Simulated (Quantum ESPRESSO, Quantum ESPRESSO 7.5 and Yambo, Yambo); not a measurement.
## A GW chain in Yambo: InP (F-43m)

How does a plane-wave GW calculation on InP (F-43m) run from the first input to the gap?

Calculated with Quantum ESPRESSO 7.5 and Yambo 5.3.0; PBE and many-body steps on it, plane waves.

The database entry behind the starting cell differs from later determinations by our own check (0.1 to 0.3 % short, probably kX units), so it need not match the best structure at ambient conditions.

### 1. Starting point

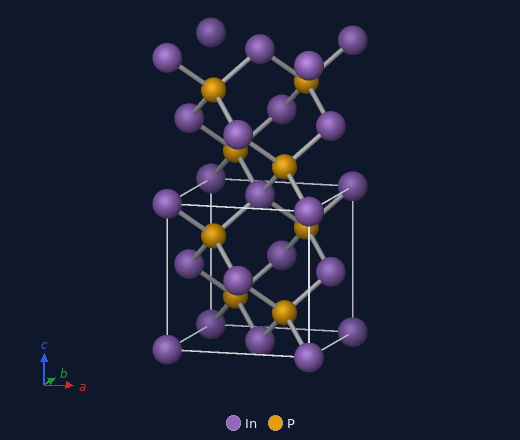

Start, viewed slightly off an axis; indium purple, phosphorus orange. 1×1×2 cells are drawn. This picture shows the conventional cell, with its axes. Bonds to atoms that aren't drawn are left out. Some periodic images of atoms are drawn too.

The cell and positions come from the Crystallography Open Database and are kept as given unless a step says otherwise.

### 2. Ground state

This step: Quantum ESPRESSO 7.5; DFT, PBE, plane waves, norm-conserving pseudopotentials.

The ground-state density comes first.

The input, pw.in:

```
&control
  calculation = 'scf'
  prefix = 'x'
  outdir = 'o'
  pseudo_dir = 'pseudo'
/
&system
  ibrav = 0
  nat = 2
  ntyp = 2
  ecutwfc = 62.0
  nbnd = 14
  force_symmorphic = .true.
/
&electrons
  conv_thr = 1e-10
  electron_maxstep = 80
  mixing_beta = 0.5
/
ATOMIC_SPECIES
  In 114.82 In.upf
  P 30.974 P.upf
CELL_PARAMETERS angstrom
  -0.0000000000 2.9305000000 2.9305000000
  2.9305000000 -0.0000000000 2.9305000000
  2.9305000000 2.9305000000 -0.0000000000
ATOMIC_POSITIONS crystal
  In 0.0000000000 0.0000000000 0.0000000000
  P 0.2500000000 0.2500000000 0.2500000000
K_POINTS automatic
  6 6 6 0 0 0
```

Launch:

```bash
$ OMP_NUM_THREADS=1 mpirun -n 4 pw.x -nk 4 -in pw.in > pw.out
```

Log:

```text
Program PWSCF v.7.5 starts

     This program is part of the open-source Quantum ESPRESSO suite
     for quantum simulation of materials; please cite
         "P. Giannozzi et al., J. Phys.:Condens. Matter 21 395502 (2009);
         "P. Giannozzi et al., J. Phys.:Condens. Matter 29 465901 (2017);
         "P. Giannozzi et al., J. Chem. Phys. 152 154105 (2020);
     in publications or presentations arising from this work. More details at
     Message from routine setup:
     using ibrav=0 with symmetry is DISCOURAGED, use correct ibrav instead

     G-vector sticks info

     bravais-lattice index     =            0
     lattice parameter (alat)  =       7.8317  a.u.
     unit-cell volume          =     339.6658 (a.u.)^3
     number of atoms/cell      =            2
     number of atomic types    =            2
     number of electrons       =        18.00
     number of Kohn-Sham states=           14
     kinetic-energy cutoff     =      62.0000  Ry
     charge density cutoff     =     248.0000  Ry
     scf convergence threshold =      1.0E-10
     mixing beta               =       0.5000
     number of iterations used =            8  plain     mixing
     Exchange-correlation= PBE
                           (   1   4   3   4   0   0   0)

     celldm(1)=   7.831692  celldm(2)=   0.000000  celldm(3)=   0.000000
     celldm(4)=   0.000000  celldm(5)=   0.000000  celldm(6)=   0.000000

     crystal axes: (cart. coord. in units of alat)
               a(1) = (  -0.000000   0.707107   0.707107 )
               a(2) = (   0.707107  -0.000000   0.707107 )
               a(3) = (   0.707107   0.707107  -0.000000 )

     reciprocal axes: (cart. coord. in units 2 pi/alat)
               b(1) = ( -0.707107  0.707107  0.707107 )
               b(2) = (  0.707107 -0.707107  0.707107 )
               b(3) = (  0.707107  0.707107 -0.707107 )
     Pseudo is Norm-conserving + core correction, Zval = 13.0
     Generated using ONCVPSP code by D. R. Hamann
     Using radial grid of 1964 points,  6 beta functions with:
     Pseudo is Norm-conserving + core correction, Zval =  5.0
     Generated using ONCVPSP code by D. R. Hamann
     Using radial grid of 1298 points,  6 beta functions with:
     In               13.00   114.82000     In( 1.00)
     P                 5.00    30.97400     P ( 1.00)

     24 Sym. Ops. (no inversion) found

   Cartesian axes

     site n.     atom                  positions (alat units)
         1        In     tau(   1) = (   0.0000000   0.0000000   0.0000000  )
         2        P      tau(   2) = (   0.3535534   0.3535534   0.3535534  )

     number of k points=    16
                       cart. coord. in units 2pi/alat
        k(    1) = (   0.0000000   0.0000000   0.0000000), wk =   0.0092593
        k(    2) = (   0.1178511   0.1178511  -0.1178511), wk =   0.0740741
        k(    3) = (   0.2357023   0.2357023  -0.2357023), wk =   0.0740741
        k(    4) = (  -0.3535534  -0.3535534   0.3535534), wk =   0.0370370
        k(    5) = (   0.2357023   0.0000000  -0.0000000), wk =   0.0555556
        k(    6) = (   0.3535534   0.1178511  -0.1178511), wk =   0.2222222
        k(    7) = (  -0.2357023  -0.4714045   0.4714045), wk =   0.2222222
        k(    8) = (  -0.1178511  -0.3535534   0.3535534), wk =   0.2222222
        k(    9) = (   0.0000000  -0.2357023   0.2357023), wk =   0.1111111
        k(   10) = (   0.4714045   0.0000000  -0.0000000), wk =   0.0555556
     [... 4 further rows ...]
        k(   15) = (  -0.1178511  -0.3535534   0.5892557), wk =   0.2222222
        k(   16) = (  -0.7071068   0.2357023   0.0000000), wk =   0.1111111

     Dense  grid:    22227 G-vectors     FFT dimensions: (  40,  40,  40)

     Initial potential from superposition of free atoms

     starting charge      17.9960, renormalised to      18.0000
     Starting wfcs are   13 randomized atomic wfcs +    1 random wfcs

     per-process dynamical memory:    20.0 Mb

     Self-consistent Calculation

     iteration #  1     ecut=    62.00 Ry     beta= 0.50

     Threshold (ethr) on eigenvalues was too large:
     Diagonalizing with lowered threshold

     total energy              =    -146.76261244 Ry
     estimated scf accuracy    <       0.10587311 Ry

     iteration #  2     ecut=    62.00 Ry     beta= 0.50

     total energy              =    -146.78536933 Ry
     estimated scf accuracy    <       0.00677246 Ry

     iteration #  3     ecut=    62.00 Ry     beta= 0.50

     total energy              =    -146.78590362 Ry
     estimated scf accuracy    <       0.00135143 Ry

     iteration #  4     ecut=    62.00 Ry     beta= 0.50

     total energy              =    -146.78596715 Ry
     estimated scf accuracy    <       0.00003317 Ry

     iteration #  5     ecut=    62.00 Ry     beta= 0.50

     total energy              =    -146.78598254 Ry
     estimated scf accuracy    <       0.00000139 Ry

     iteration #  6     ecut=    62.00 Ry     beta= 0.50

     total energy              =    -146.78598310 Ry
     estimated scf accuracy    <       0.00000016 Ry

     iteration #  7     ecut=    62.00 Ry     beta= 0.50

     total energy              =    -146.78598317 Ry
     estimated scf accuracy    <       0.00000001 Ry

     iteration #  8     ecut=    62.00 Ry     beta= 0.50

     total energy              =    -146.78598317 Ry
     estimated scf accuracy    <          2.2E-09 Ry

     iteration #  9     ecut=    62.00 Ry     beta= 0.50

     total energy              =    -146.78598317 Ry
     estimated scf accuracy    <          2.8E-10 Ry

     iteration # 10     ecut=    62.00 Ry     beta= 0.50

     total energy              =    -146.78598317 Ry
     estimated scf accuracy    <          1.2E-10 Ry

     iteration # 11     ecut=    62.00 Ry     beta= 0.50

     End of self-consistent calculation

          k = 0.0000 0.0000 0.0000 (  2741 PWs)   bands (ev):

    -7.0992  -7.0992  -7.0992  -6.9505  -6.9505  -4.3704   7.1482   7.1482
     7.1482   7.8576  11.2364  11.2364  11.2364  15.7344

          k = 0.1179 0.1179-0.1179 (  2788 PWs)   bands (ev):

    -7.1304  -7.0870  -7.0870  -6.9502  -6.9502  -4.0585   4.9628   6.8439
     6.8439   8.9502  11.6486  11.6754  11.6754  15.7533

          k = 0.2357 0.2357-0.2357 (  2812 PWs)   bands (ev):

    -7.1879  -7.0676  -7.0676  -6.9438  -6.9438  -3.2529   2.5805   6.3725
     6.3725   8.8014  12.0130  12.0130  13.4359  16.0653

          k =-0.3536-0.3536 0.3536 (  2788 PWs)   bands (ev):

     [... further k-points ...]

     highest occupied, lowest unoccupied level (ev):     7.1482    7.8576

!    total energy              =    -146.78598317 Ry
     estimated scf accuracy    <          2.3E-12 Ry

     The total energy is the sum of the following terms:
     one-electron contribution =     -49.66077828 Ry
     hartree contribution      =      36.82749686 Ry
     xc contribution           =     -44.23229754 Ry
     ewald contribution        =     -89.72040421 Ry

     convergence has been achieved in  11 iterations

     XML data file, charge density, pseudopotentials, collected wavefunctions

=------------------------------------------------------------------------------=
   JOB DONE.
=------------------------------------------------------------------------------=
```

Wall time 4 s (4 MPI ranks of Arm Neoverse V1, shared host); peak memory 0.22 GiB; 16 s of CPU time.

This step gave:

| Property | Result |
| --- | --- |
| total energy | -1997.1250 eV |
| gap | 0.7094 eV |
| k of the valence top | 0, 0, 0 |
| k of the conduction bottom | 0, 0, 0 |
| least direct gap | 0.7094 eV |

The gap is direct, at Γ.

### 3. Bands along the symmetry lines

The cheap functional maps the bands first; the places of the edges decide which points the dearer methods must see.

The input, pw.in:

```
&control
  calculation = 'bands'
  prefix = 'x'
  outdir = 'o'
  pseudo_dir = 'pseudo'
/
&system
  ibrav = 0
  nat = 2
  ntyp = 2
  ecutwfc = 62.0
  nbnd = 15
  force_symmorphic = .true.
/
&electrons
  conv_thr = 1e-9
  electron_maxstep = 80
  diago_full_acc = .true.
  diago_thr_init = 5e-6
/
ATOMIC_SPECIES
  In 114.82 In.upf
  P 30.974 P.upf
CELL_PARAMETERS angstrom
  -0.0000000000 2.9305000000 2.9305000000
  2.9305000000 -0.0000000000 2.9305000000
  2.9305000000 2.9305000000 -0.0000000000
ATOMIC_POSITIONS crystal
  In 0.0000000000 0.0000000000 0.0000000000
  P 0.2500000000 0.2500000000 0.2500000000
K_POINTS crystal
  50
  0.00000000 0.00000000 0.00000000 1
  -0.06250000 -0.06250000 0.00000000 1
  -0.12500000 -0.12500000 0.00000000 1
  -0.18750000 -0.18750000 0.00000000 1
  -0.25000000 -0.25000000 0.00000000 1
  -0.31250000 -0.31250000 0.00000000 1
  -0.37500000 -0.37500000 0.00000000 1
  -0.43750000 -0.43750000 0.00000000 1
  -0.50000000 -0.50000000 0.00000000 1
  -0.48437500 -0.48437500 0.03125000 1
  -0.46875000 -0.46875000 0.06250000 1
  -0.45312500 -0.45312500 0.09375000 1
  -0.43750000 -0.43750000 0.12500000 1
  -0.42187500 -0.42187500 0.15625000 1
  -0.40625000 -0.40625000 0.18750000 1
  -0.39062500 -0.39062500 0.21875000 1
  -0.37500000 -0.37500000 0.25000000 1
  -0.37500000 0.00000000 0.37500000 1
  -0.32812500 0.00000000 0.32812500 1
  -0.28125000 0.00000000 0.28125000 1
  -0.23437500 0.00000000 0.23437500 1
  -0.18750000 0.00000000 0.18750000 1
  -0.14062500 0.00000000 0.14062500 1
  -0.09375000 0.00000000 0.09375000 1
  -0.04687500 0.00000000 0.04687500 1
  0.00000000 0.00000000 0.00000000 1
  0.00000000 0.00000000 0.06250000 1
  0.00000000 0.00000000 0.12500000 1
  0.00000000 0.00000000 0.18750000 1
  0.00000000 0.00000000 0.25000000 1
  0.00000000 0.00000000 0.31250000 1
  0.00000000 0.00000000 0.37500000 1
  0.00000000 0.00000000 0.43750000 1
  -0.00000000 -0.00000000 0.50000000 1
  -0.06250000 -0.03125000 0.46875000 1
  -0.12500000 -0.06250000 0.43750000 1
  -0.18750000 -0.09375000 0.40625000 1
  -0.25000000 -0.12500000 0.37500000 1
  -0.31250000 -0.15625000 0.34375000 1
  -0.37500000 -0.18750000 0.31250000 1
  -0.43750000 -0.21875000 0.28125000 1
  -0.50000000 -0.25000000 0.25000000 1
  -0.50000000 -0.28125000 0.21875000 1
  -0.50000000 -0.31250000 0.18750000 1
  -0.50000000 -0.34375000 0.15625000 1
  -0.50000000 -0.37500000 0.12500000 1
  -0.50000000 -0.40625000 0.09375000 1
  -0.50000000 -0.43750000 0.06250000 1
  -0.50000000 -0.46875000 0.03125000 1
  -0.50000000 -0.50000000 0.00000000 1
```

Log:

```text
[banner, memory and clock lines left out]
Program PWSCF v.7.5 starts

     Atomic positions and unit cell read from directory:
     o/x.save/

     Message from routine setup:
     using ibrav=0 with symmetry is DISCOURAGED, use correct ibrav instead

     G-vector sticks info

     bravais-lattice index     =            0
     lattice parameter (alat)  =       7.8317  a.u.
     unit-cell volume          =     339.6658 (a.u.)^3
     number of atoms/cell      =            2
     number of atomic types    =            2
     number of electrons       =        18.00
     number of Kohn-Sham states=           15
     kinetic-energy cutoff     =      62.0000  Ry
     charge density cutoff     =     248.0000  Ry
     Exchange-correlation= PBE
                           (   1   4   3   4   0   0   0)

     celldm(1)=   7.831692  celldm(2)=   0.000000  celldm(3)=   0.000000
     celldm(4)=   0.000000  celldm(5)=   0.000000  celldm(6)=   0.000000

     crystal axes: (cart. coord. in units of alat)
               a(1) = (  -0.000000   0.707107   0.707107 )
               a(2) = (   0.707107  -0.000000   0.707107 )
               a(3) = (   0.707107   0.707107  -0.000000 )

     reciprocal axes: (cart. coord. in units 2 pi/alat)
               b(1) = ( -0.707107  0.707107  0.707107 )
               b(2) = (  0.707107 -0.707107  0.707107 )
               b(3) = (  0.707107  0.707107 -0.707107 )
     Pseudo is Norm-conserving + core correction, Zval = 13.0
     Generated using ONCVPSP code by D. R. Hamann
     Using radial grid of 1964 points,  6 beta functions with:
     Pseudo is Norm-conserving + core correction, Zval =  5.0
     Generated using ONCVPSP code by D. R. Hamann
     Using radial grid of 1298 points,  6 beta functions with:
     In               13.00   114.82000     In( 1.00)
     P                 5.00    30.97400     P ( 1.00)

     24 Sym. Ops. (no inversion) found

   Cartesian axes

     site n.     atom                  positions (alat units)
         1        In     tau(   1) = (   0.0000000   0.0000000   0.0000000  )
         2        P      tau(   2) = (   0.3535534   0.3535534   0.3535534  )

     number of k points=    50
                       cart. coord. in units 2pi/alat
        k(    1) = (   0.0000000   0.0000000   0.0000000), wk =   0.0400000
        k(    2) = (   0.0000000   0.0000000  -0.0883883), wk =   0.0400000
        k(    3) = (   0.0000000   0.0000000  -0.1767767), wk =   0.0400000
[...]
[... 38 further rows ...]
        k(   49) = (   0.0441942  -0.0000000  -0.7071068), wk =   0.0400000
        k(   50) = (   0.0000000   0.0000000  -0.7071068), wk =   0.0400000

     Dense  grid:    22227 G-vectors     FFT dimensions: (  40,  40,  40)

     The potential is recalculated from file :
     o/x.save/charge-density

     Starting wfcs are   13 randomized atomic wfcs +    2 random wfcs

     Band Structure Calculation

     End of band structure calculation

          k = 0.0000 0.0000 0.0000 (  2741 PWs)   bands (ev):

    -7.0992  -7.0992  -7.0992  -6.9505  -6.9505  -4.3704   7.1482   7.1482
     7.1482   7.8576  11.2364  11.2364  11.2364  15.7344  16.5605

          k = 0.0000 0.0000-0.0884 (  2754 PWs)   bands (ev):

    -7.1078  -7.0954  -7.0954  -6.9521  -6.9491  -4.3105   6.4994   6.9995
     6.9995   8.4980  11.0438  11.4390  11.4390  15.9221  16.0895

          k = 0.0000 0.0000-0.1768 (  2782 PWs)   bands (ev):

    -7.1313  -7.0848  -7.0848  -6.9566  -6.9455  -4.1341   5.6012   6.6322
     6.6322   9.3360  10.6008  11.9689  11.9689  14.9495  16.7078

          k =-0.0000 0.0000-0.2652 (  2790 PWs)   bands (ev):

[...]
k = 0.0000 0.0000-0.3536 (  2826 PWs)   bands (ev):

[...]
k = 0.0000-0.0000-0.4419 (  2810 PWs)   bands (ev):

[...]
k =-0.0000 0.0000-0.5303 (  2810 PWs)   bands (ev):

[...]
k = 0.0000-0.0000-0.6187 (  2814 PWs)   bands (ev):

[...]
k = 0.5303-0.0000-0.5303 (  2810 PWs)   bands (ev):

[...]
k = 0.0000 0.0000 0.0000 (  2741 PWs)   bands (ev):

[...]
k = 0.1326 0.0000-0.7071 (  2806 PWs)   bands (ev):

[...]
k = 0.0884-0.0000-0.7071 (  2806 PWs)   bands (ev):

[...]
k = 0.0442-0.0000-0.7071 (  2794 PWs)   bands (ev):

    -7.2800  -7.0017  -6.9972  -6.9945  -6.9164  -1.9966   1.3993   4.8012
     4.8012   8.9738   9.4706  16.1910  16.5265  16.8414  18.0213

          k = 0.0000 0.0000-0.7071 (  2778 PWs)   bands (ev):

    -7.2811  -7.0012  -6.9955  -6.9955  -6.9157  -1.9995   1.3941   4.8285
     4.8285   8.9086   9.4113  16.3837  16.7275  16.7276  17.9493

     XML data file, pseudopotentials, collected wavefunctions
```

The job ended after 4 s (4 MPI ranks; peak memory 0.19 GiB; 16 s of CPU time).

This step gave:

* gap: 0.7094 eV
* k of the valence top: 0, 0, 0
* k of the conduction bottom: 0, 0, 0
* least direct gap: 0.7094 eV

The gap is 0.709 eV, as in the run before at this level.

Electronic bands along the path, in eV, zero at the top of the highest filled band:

| point | band 6 | band 7 | band 8 | band 9 | band 10 | band 11 | band 12 | band 13 |
| --- | --- | --- | --- | --- | --- | --- | --- | --- |
| Γ | -11.52 | 0.00 | 0.00 | 0.00 | 0.71 | 4.09 | 4.09 | 4.09 |
| X | -9.15 | -5.75 | -2.32 | -2.32 | 1.76 | 2.26 | 9.24 | 9.58 |
| U | -9.16 | -5.61 | -3.30 | -1.94 | 2.36 | 4.39 | 7.52 | 7.55 |
| jump to K | -9.16 | -5.61 | -3.30 | -1.94 | 2.36 | 4.39 | 7.52 | 7.55 |
| Γ | -11.52 | 0.00 | 0.00 | 0.00 | 0.71 | 4.09 | 4.09 | 4.09 |
| L | -9.80 | -5.73 | -0.97 | -0.97 | 1.50 | 4.80 | 4.80 | 7.12 |
| W | -9.07 | -5.60 | -2.95 | -2.91 | 4.30 | 4.38 | 5.57 | 6.21 |
| X | -9.15 | -5.75 | -2.32 | -2.32 | 1.76 | 2.26 | 9.24 | 9.58 |

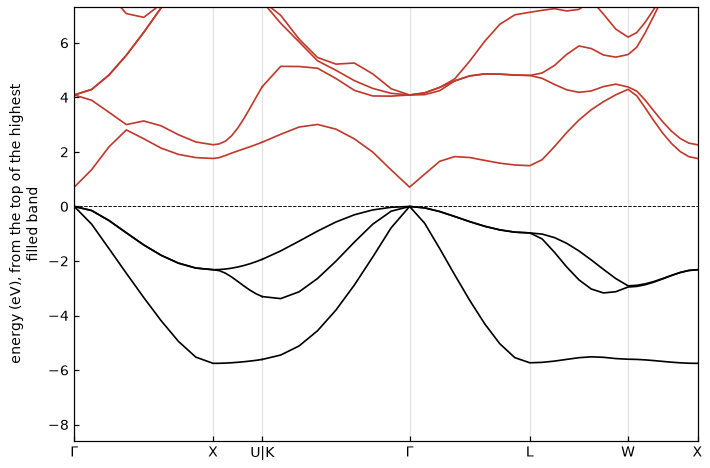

Electronic bands along the path; lines of filled and empty bands in two colours.

(Continued in part 2 of 3.)

[Paths, hosts, dates, memory and timing lines, banners, echoed tables and standing remarks are left out of the program output.]

[Logs are printed without paths, hosts, clocks, repeated set-up lines and the standing remarks that a program may print on its own settings, such as how far it seeks lower states.]

[Runs of the session that timed out or met a known fault of the program may be left out.]

[Hosts, paths, dates, database ids (printed as entryN), source tags and the programs' standing remarks are cut or masked in the printed files.]
